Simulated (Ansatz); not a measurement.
# SnTe (SMILES [Sn][Te]): levels of theory compared

Wanted: a comparison of 3 runs (PBE0/STO-3G, UB3LYP/STO-3G, RPA@PBE/STO-3G) of SnTe. 

Program for the calculation: Ansatz 0.2.0.

45 further runs of the same task are left out: 16 that didn't finish, 29 set aside as unsound or not needed.

### Step 1. Starting point

SnTe: 2 atoms, total charge 0, spin state singlet. SMILES: `[Sn][Te]`. The Te2–Sn1 distance was set to 5.036 Å, away from the relaxed value.

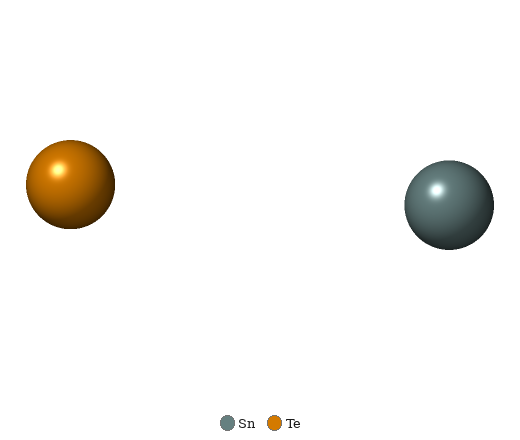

Viewed from a chosen angle; tin teal, tellurium orange.

### Step 2. The energy at PBE0/STO-3G (run 1)

molecule.yaml

```yaml
crystal:
  periodic: [false, false, false]
  atoms:
    - symbol: Sn
      position_ang: [0.000000, 0.000000, -2.508470]
    - symbol: Te
      position_ang: [-0.000000, -0.000000, 2.527330]
basis:
  gaussian: {orbitals: STO-3G}
hamiltonian: {xc: {name: PBE0}}
accuracy: high
```

Started as:

```sh
$ ansatz run molecule.yaml --threads 1 --pin off --max-ram 3480MiB --events-out events.jsonl --progress --plain --runs-dir runs
```

Log:

```text
Warning: RAYON_NUM_THREADS=1 ignored (pool sized by the plan → 1); use --threads N
Functional definition: PBE0
  name "PBE0"
  parameter a = 0.25
  parameter kappa = 0.804
  parameter beta = 0.06672455060314922
  exchange = (1 - a)*pbe_x(kappa = kappa, mu = beta*pi^2/3) + a*exact_x
  correlation = pbe_c(beta = beta)
762 factors; integrals over basis functions are off by at most 4.7e-9 eV
mean field evaluation 1: about -340499.8779 eV, gradient 5.6e0 eV
mean field evaluation 2: about -340399.2525 eV, gradient 1.5e1 eV
mean field evaluation 4: about -340500.0669 eV, gradient 6.9e0 eV
mean field evaluation 8: about -340504.4723 eV, gradient 2.3e1 eV
mean field evaluation 16: about -340515.7939 eV, gradient 6.8e0 eV
mean field evaluation 32: about -340516.0291 eV, gradient 1.8e-8 eV
mean field evaluation 64: about -340516.0291 eV, gradient 7.7e-7 eV
mean field evaluation 96: about -340514.9914 eV, gradient 1.3e0 eV
mean field evaluation 128: about -340515.8526 eV, gradient 2.4e-1 eV
mean field evaluation 160: about -340515.8025 eV, gradient 6.1e0 eV
mean field -340516.02908953 eV, -12513.7332589860 hartree, gradient 2.0e-8 eV, S^2 0.000000; 13 other end points of the search recorded, 0 dependent functions left out
reference -340516.02909123 eV, -12513.7332590484 hartree; 51, 51 occupied and 3, 3 virtual orbitals, 762 factors
Total energy: -340516.02909123 eV, -12513.7332590484 hartree
```

Wall time 14 s (1 thread of AMD EPYC 9R14 (Zen 4), shared host); peak memory 0.21 GiB.

### Step 3. The energy at UB3LYP/STO-3G (run 2)

run.yaml

```yaml
crystal:
  periodic: [false, false, false]
  atoms:
    - {symbol: Sn, position_ang: [0.000000, 0.000000, -2.508470]}
    - {symbol: Te, position_ang: [-0.000000, -0.000000, 2.527330]}
basis:
  gaussian: {orbitals: STO-3G}
magnetization: {spin_polarized: true, initial_magnetization: 0}
hamiltonian: {xc: {name: B3LYP}}
accuracy: high
```

Started as:

```sh
$ ansatz run run.yaml --threads 1 --pin off --max-ram 3480MiB --events-out events.jsonl --progress --plain --runs-dir runs
```

Log (excerpt; [...] marks lines left out):

```text
Warning: RAYON_NUM_THREADS=1 ignored (pool sized by the plan → 1); use --threads N
Functional definition: B3LYP
  name "B3LYP"
[...]
762 factors; integrals over basis functions are off by at most 4.7e-9 eV
[...]
mean field -340533.36480651 eV, -12514.3703348345 hartree, gradient 1.0e-8 eV, S^2 1.803527; 24 other end points of the search recorded, 0 dependent functions left out
reference -340533.36484104 eV, -12514.3703361034 hartree; 51, 51 occupied and 3, 3 virtual orbitals, 762 factors
Total energy: -340533.36484104 eV, -12514.3703361034 hartree
```

Run time: 60 s. Hardware: 1 thread of AMD EPYC 9R14 (Zen 4), shared host; peak memory 0.33 GiB.

### Step 4. A single-point energy at RPA@PBE/STO-3G (run 3)

job.yaml

```yaml
crystal:
  periodic: [false, false, false]
  atoms:
    - {symbol: Sn, position_ang: [0.000000, 0.000000, -2.508470]}
    - {symbol: Te, position_ang: [-0.000000, -0.000000, 2.527330]}
basis:
  gaussian: {orbitals: STO-3G}
correlation: {method: rpa, frozen_orbitals: {Sn: 18, Te: 18}}
hamiltonian: {xc: {name: PBE}}
accuracy: high
```

Started as:

```sh
$ ansatz run job.yaml --threads 1 --pin off --max-ram 3480MiB --events-out events.jsonl --progress --plain --runs-dir runs
```

Log (excerpt; [...] marks lines left out):

```text
Warning: RAYON_NUM_THREADS=1 ignored (pool sized by the plan → 1); use --threads N
Functional definition: PBE
  name "PBE"
[...]
762 factors; integrals over basis functions are off by at most 4.7e-9 eV
[...]
mean field -340498.82033543 eV, -12513.1008489373 hartree, gradient 5.0e-9 eV, S^2 0.000000; 17 other end points of the search recorded, 0 dependent functions left out; unrestricted orbitals would lower it
[...]
unrestricted determinant -340422.03241827 eV, -12510.2789450302 hartree, S^2 1.9999
36 core orbitals not correlated: weight in the atoms' cores, before any rotation towards them, 1.000 or more for the frozen orbitals, at most 0.000 for the correlated occupied ones
reference -340415.10205066 eV, -12510.0242587183 hartree; 15, 15 occupied and 3, 3 virtual orbitals, 762 factors
Total energy: -340425.61195416 eV, -12510.4104905480 hartree
```

Wall time 20 s (1 thread of AMD EPYC 9R14 (Zen 4), shared host); peak memory 0.39 GiB.

### Step 5. All runs side by side

```csv
run,level,frozen core orbitals,energy (Eh),wall time
1,PBE0/STO-3G,–,-12513.733259,14 s
2,UB3LYP/STO-3G,–,-12514.370336,60 s
3,RPA@PBE/STO-3G,36,-12510.410491,20 s
```

### Step 6. Results

| quantity | value |
| --- | --- |
| run 3: total energy | -12510.41049 Eh |
| run 3: RPA correlation energy (valence) | -386.2 mEh |

In words: Totals of different functionals can't be ranked against each other. In run 3 the log says that unrestricted orbitals would lower the reference, so the values rest on an unstable closed-shell determinant (other closed-shell runs at this shape may share the fault). In runs 1, 2, 3 the basis is minimal, so the values are rough. In runs 1, 3 a closed-shell determinant meets a far-stretched bond, which it describes badly. In runs 1, 2, 3 relativity is left out where basis or elements ask for it. Spin contamination of the reference: run 2 ⟨S²⟩ = 1.80. Where it is this large, the reference is a mixture of spin states, and values that rest on it are in doubt. All runs together took 93 s, the longest 60 s.
